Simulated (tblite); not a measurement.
Geometry relaxation, with input and output: CH$_{7}$Ga$_{2}$NO$_{4}$ (part 2 of 2)

The same run, continued: CH$_{7}$Ga$_{2}$NO$_{4}$, SMILES C[NH][Ga]([OH])[O][Ga]([OH])[OH]; GFN2-xTB geometry optimisation, gas phase (tblite 0.8.0). 

Geometry of the input (Å):
```
O  -0.1311  2.4524  1.7217
Ga 0.5819  0.7976  2.2810
O  -0.4265  -0.1792  3.5150
O  1.4565  -0.1954  0.9476
Ga 0.6567  -0.8051  -0.6461
O  1.4160  -0.1557  -2.2461
N  -1.2624  -0.9675  -0.6269
C  -2.0008  0.2758  -0.6774
H  -1.0679  2.6186  1.5840
H  -1.0313  -0.9182  3.2778
H  1.2221  0.6903  -2.6562
H  -1.6460  -1.7342  -1.1430
H  -2.8913  0.1133  -1.1756
H  -2.1746  0.6157  0.2928
H  -1.4331  0.9972  -1.2021
```

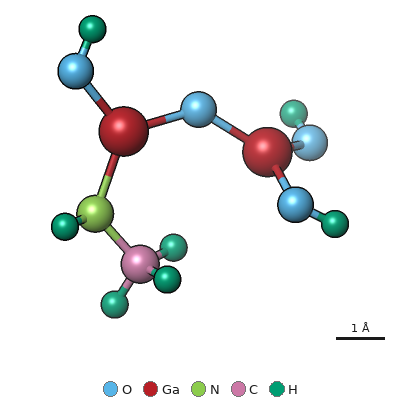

The geometry at step 171 of the log (ball-and-stick view, seen at a tilt).

Trajectory as extended XYZ, continued
```
15
Properties=species:S:1:pos:R:3:forces:R:3 step=81 energy=-747.01913
O    -0.2046    2.7412    1.9949    0.0000  -0.0390   0.0210
Ga    0.1411    1.0355    2.0447   -0.0030  -0.0190   0.0180
O    -0.2496    0.1371    3.4899   -0.0070  -0.0120  -0.0270
O     0.8761    0.2300    0.6889   -0.0340   0.0190  -0.0720
Ga    0.4544   -0.3245   -0.9309    0.0230   0.0240  -0.0070
O     1.7094   -0.7401   -2.0608   -0.0620   0.0160   0.0090
N    -1.2999   -0.7276   -1.3822   -0.0510   0.0990   0.0170
C    -2.4571   -0.0599   -0.7837   -0.0010  -0.0410  -0.0240
H    -0.5219    3.1183    2.8176    0.0130  -0.0550  -0.0460
H    -0.1195   -0.8123    3.4795    0.0160   0.0730   0.0050
H     2.6215   -0.5182   -1.8757    0.0770  -0.0100   0.0570
H    -1.3950   -0.7788   -2.3912   -0.0140  -0.0500  -0.0330
H    -3.2622   -0.7902   -0.6574    0.0150  -0.0270   0.0590
H    -2.1789    0.3316    0.2031   -0.0660  -0.0370   0.0000
H    -2.8455    0.7632   -1.3902    0.0940   0.0590   0.0230
15
Properties=species:S:1:pos:R:3:forces:R:3 step=99 energy=-747.03955
O    -0.2286    2.7484    1.9909   -0.0310   0.0290  -0.0110
Ga    0.1343    1.0519    2.0099    0.0110  -0.0440   0.0060
O    -0.2319    0.1656    3.4661   -0.0070   0.0180  -0.0040
O     0.8559    0.2854    0.6293    0.0230  -0.0160  -0.0220
Ga    0.4583   -0.2733   -0.9908   -0.0420  -0.0130   0.0000
O     1.7380   -0.7278   -2.0750    0.0210   0.0000   0.0300
N    -1.2982   -0.6894   -1.4104   -0.0190  -0.0270  -0.0130
C    -2.4500   -0.0696   -0.7627   -0.0120   0.0160   0.0030
H    -0.5899    3.0836    2.8124    0.0070  -0.0070  -0.0060
H    -0.0687   -0.7761    3.5011    0.0190   0.0010  -0.0180
H     2.6484   -0.6549   -1.7828   -0.0060   0.0160   0.0100
H    -1.4451   -0.7743   -2.4115    0.0190   0.0180  -0.0040
H    -3.2821   -0.7809   -0.7611    0.0170   0.0160   0.0120
H    -2.1924    0.1614    0.2780   -0.0100  -0.0110   0.0130
H    -2.7799    0.8553   -1.2469    0.0110   0.0070   0.0050
15
Properties=species:S:1:pos:R:3:forces:R:3 step=117 energy=-747.04780
O    -0.3129    2.7238    1.9125   -0.0340   0.0240   0.0050
Ga    0.1133    1.0432    1.9592    0.0300  -0.0220   0.0330
O    -0.2017    0.1740    3.4365   -0.0130  -0.0050  -0.0020
O     0.8709    0.2699    0.6060    0.0090  -0.0310  -0.0120
Ga    0.4488   -0.3221   -0.9946   -0.0400   0.0030  -0.0120
O     1.7671   -0.7635   -2.0377    0.0230  -0.0080  -0.0010
N    -1.3235   -0.7077   -1.4128    0.0100   0.0320   0.0180
C    -2.4395   -0.0570   -0.7279    0.0020   0.0120  -0.0010
H    -0.6452    3.0438    2.7521   -0.0130   0.0310  -0.0090
H     0.0059   -0.7591    3.4677    0.0130  -0.0090   0.0150
H     2.6539   -0.6269   -1.6973   -0.0030  -0.0040  -0.0110
H    -1.4656   -0.7025   -2.4189   -0.0210  -0.0020  -0.0120
H    -3.3256   -0.6916   -0.8191    0.0100  -0.0020   0.0100
H    -2.1978    0.0428    0.3386    0.0070  -0.0090  -0.0280
H    -2.6800    0.9383   -1.1176    0.0190  -0.0110   0.0050
15
Properties=species:S:1:pos:R:3:forces:R:3 step=135 energy=-747.05432
O    -0.4842    2.6431    1.7926   -0.0140   0.0110  -0.0110
Ga    0.0685    1.0040    1.9430    0.0070  -0.0100   0.0070
O    -0.1540    0.1562    3.4485    0.0210  -0.0190   0.0300
O     0.8550    0.2286    0.6040    0.0140  -0.0250   0.0130
Ga    0.4443   -0.3491   -1.0066    0.0210  -0.0100  -0.0100
O     1.7809   -0.8177   -2.0153    0.0130   0.0050  -0.0060
N    -1.3357   -0.6727   -1.4499    0.0000   0.0110   0.0270
C    -2.4011   -0.0291   -0.6833    0.0020   0.0160   0.0030
H    -0.7983    3.0583    2.5961   -0.0100  -0.0350   0.0030
H     0.1744   -0.7409    3.5203   -0.0200   0.0580  -0.0150
H     2.6601   -0.6858   -1.6536   -0.0030  -0.0090  -0.0110
H    -1.4945   -0.5523   -2.4464   -0.0030  -0.0080  -0.0310
H    -3.3399   -0.5546   -0.8712   -0.0190  -0.0200  -0.0190
H    -2.1723   -0.1143    0.3860    0.0180   0.0030   0.0190
H    -2.5348    1.0317   -0.9176   -0.0280   0.0340  -0.0010
15
Properties=species:S:1:pos:R:3:forces:R:3 step=153 energy=-747.06847
O    -0.7414    2.4268    1.5870    0.0220  -0.0020   0.0100
Ga    0.0269    0.9015    1.9157    0.0030   0.0070  -0.0090
O    -0.0579    0.2303    3.5208    0.0070   0.0020   0.0050
O     0.8867    0.0519    0.6648    0.0170   0.0080   0.0320
Ga    0.4741   -0.3643   -0.9990   -0.0260  -0.0260  -0.0210
O     1.7815   -0.8319   -2.0471   -0.0310   0.0100   0.0030
N    -1.3207   -0.5521   -1.4592   -0.0130   0.0120  -0.0350
C    -2.3611    0.0539   -0.6303    0.0160  -0.0060   0.0040
H    -1.0587    2.8960    2.3587   -0.0170  -0.0100   0.0020
H     0.3651   -0.6166    3.6625    0.0030   0.0060   0.0130
H     2.6706   -0.8135   -1.6880    0.0110   0.0050   0.0090
H    -1.4816   -0.3476   -2.4422    0.0030   0.0050   0.0130
H    -3.3250   -0.3795   -0.9064   -0.0170  -0.0160   0.0020
H    -2.1621   -0.1940    0.4210    0.0000   0.0030  -0.0060
H    -2.4280    1.1446   -0.7118    0.0210   0.0030  -0.0210
15
Properties=species:S:1:pos:R:3:forces:R:3 step=171 energy=-747.07142
O    -0.7257    2.4048    1.5824   -0.0030  -0.0060   0.0000
Ga    0.0487    0.8860    1.9252   -0.0030   0.0020   0.0040
O    -0.0337    0.2559    3.5470    0.0050   0.0130   0.0040
O     0.8858    0.0072    0.6794   -0.0040   0.0030   0.0060
Ga    0.4637   -0.3813   -0.9934   -0.0050  -0.0050  -0.0040
O     1.7699   -0.8331   -2.0473    0.0040   0.0030  -0.0040
N    -1.3273   -0.5392   -1.4796    0.0070   0.0060   0.0060
C    -2.3647    0.0641   -0.6453    0.0000  -0.0010  -0.0020
H    -1.1147    2.8372    2.3428    0.0060   0.0030   0.0010
H     0.3954   -0.5807    3.7238    0.0090  -0.0130   0.0040
H     2.6609   -0.8132   -1.6923   -0.0030   0.0010   0.0030
H    -1.4722   -0.3033   -2.4577   -0.0020  -0.0020  -0.0030
H    -3.3271   -0.3874   -0.8995   -0.0020   0.0030  -0.0040
H    -2.1472   -0.1638    0.4065   -0.0120  -0.0010  -0.0020
H    -2.4436    1.1523   -0.7455    0.0010  -0.0040  -0.0080
15
Properties=species:S:1:pos:R:3:forces:R:3 step=180 energy=-747.07295
O    -0.7351    2.3779    1.5999    0.0050  -0.0080   0.0250
Ga    0.0554    0.8701    1.9593    0.0070  -0.0050  -0.0430
O     0.0304    0.2762    3.5963    0.0180  -0.0340   0.0130
O     0.8556   -0.0298    0.7018    0.0040   0.0130   0.0450
Ga    0.4554   -0.3894   -0.9819   -0.0590   0.0070  -0.0280
O     1.7634   -0.8184   -2.0452   -0.0010   0.0090   0.0280
N    -1.3305   -0.5361   -1.4922    0.0220  -0.0060   0.0040
C    -2.3876    0.0690   -0.6840    0.0180   0.0070  -0.0140
H    -1.0879    2.8390    2.3615    0.0050  -0.0060  -0.0120
H     0.4507   -0.5654    3.7765   -0.0070   0.0380  -0.0120
H     2.6532   -0.7991   -1.6876    0.0060  -0.0050  -0.0030
H    -1.4550   -0.3082   -2.4748   -0.0040  -0.0030  -0.0090
H    -3.3374   -0.4130   -0.9315    0.0060  -0.0070   0.0160
H    -2.1695   -0.1178    0.3761   -0.0360   0.0150  -0.0350
H    -2.4929    1.1502   -0.8278    0.0160  -0.0150   0.0240
15
Properties=species:S:1:pos:R:3:forces:R:3 step=198 energy=-747.07689
O    -0.8196    2.2729    1.6247    0.0180  -0.0010  -0.0030
Ga    0.0675    0.8261    2.0084   -0.0100  -0.0120  -0.0170
O     0.2317    0.3484    3.6760   -0.0040   0.0170  -0.0040
O     0.7789   -0.1264    0.7402   -0.0270   0.0220   0.0370
Ga    0.4064   -0.4107   -0.9688   -0.0370   0.0070   0.0350
O     1.7649   -0.8037   -1.9779    0.0180  -0.0130  -0.0370
N    -1.3595   -0.5183   -1.5566    0.0300   0.0180   0.0190
C    -2.4388    0.0813   -0.7717   -0.0040  -0.0060  -0.0130
H    -1.1013    2.7974    2.3742   -0.0050  -0.0150   0.0110
H     0.7122   -0.4560    3.8699    0.0120  -0.0040  -0.0090
H     2.6333   -0.8177   -1.5710    0.0030  -0.0020  -0.0030
H    -1.4299   -0.2362   -2.5308   -0.0070  -0.0060  -0.0160
H    -3.3837   -0.3765   -1.0760   -0.0060   0.0030   0.0010
H    -2.2748   -0.1429    0.2881    0.0050   0.0040  -0.0050
H    -2.5191    1.1679   -0.8825    0.0140  -0.0110   0.0050
15
Properties=species:S:1:pos:R:3:forces:R:3 step=216 energy=-747.08398
O    -1.2430    1.9302    1.9870    0.0050  -0.0090  -0.0060
Ga   -0.0149    0.7099    2.1741   -0.0180   0.0170  -0.0270
O     0.6069    0.4077    3.7721    0.0000  -0.0010   0.0260
O     0.6113   -0.1682    0.8168   -0.0010   0.0030   0.0030
Ga    0.3468   -0.4938   -0.9030    0.0250  -0.0080   0.0000
O     1.7116   -1.1143   -1.7876   -0.0070   0.0060   0.0070
N    -1.3388   -0.4083   -1.6800    0.0110  -0.0200   0.0040
C    -2.4103    0.3819   -1.0753   -0.0180  -0.0010   0.0060
H    -1.4742    2.3852    2.7970    0.0040  -0.0030   0.0030
H     1.2894   -0.2553    3.8734    0.0120  -0.0070   0.0030
H     2.5399   -1.2638   -1.3287   -0.0010   0.0000   0.0000
H    -1.2647   -0.2147   -2.6747    0.0000   0.0030  -0.0220
H    -3.3697   -0.0219   -1.4092   -0.0100   0.0000   0.0010
H    -2.3547    0.2854    0.0115   -0.0020  -0.0020   0.0120
H    -2.3671    1.4455   -1.3266    0.0000   0.0230  -0.0090
15
Properties=species:S:1:pos:R:3:forces:R:3 step=231 energy=-747.08539
O    -1.4271    1.6696    2.1820    0.0060  -0.0040  -0.0030
Ga   -0.0580    0.5944    2.2395   -0.0040   0.0020   0.0040
O     0.6879    0.3136    3.7905   -0.0040   0.0030  -0.0020
O     0.5805   -0.1668    0.8202    0.0020  -0.0020  -0.0040
Ga    0.3210   -0.5130   -0.8954   -0.0060   0.0020  -0.0030
O     1.6412   -1.2774   -1.7331   -0.0010  -0.0010   0.0000
N    -1.3307   -0.2962   -1.7179    0.0010   0.0020   0.0030
C    -2.3362    0.6281   -1.1919    0.0030  -0.0010   0.0000
H    -1.6522    2.0509    3.0308   -0.0030   0.0030   0.0050
H     1.4466   -0.2682    3.8318    0.0030  -0.0010  -0.0010
H     2.4372   -1.5072   -1.2512    0.0000   0.0000   0.0000
H    -1.2196   -0.1796   -2.7214    0.0010   0.0000   0.0000
H    -3.3259    0.2722   -1.4911    0.0020   0.0000  -0.0010
H    -2.2866    0.6287   -0.1007    0.0000  -0.0010  -0.0010
H    -2.2095    1.6563   -1.5448    0.0000  -0.0020   0.0010
```
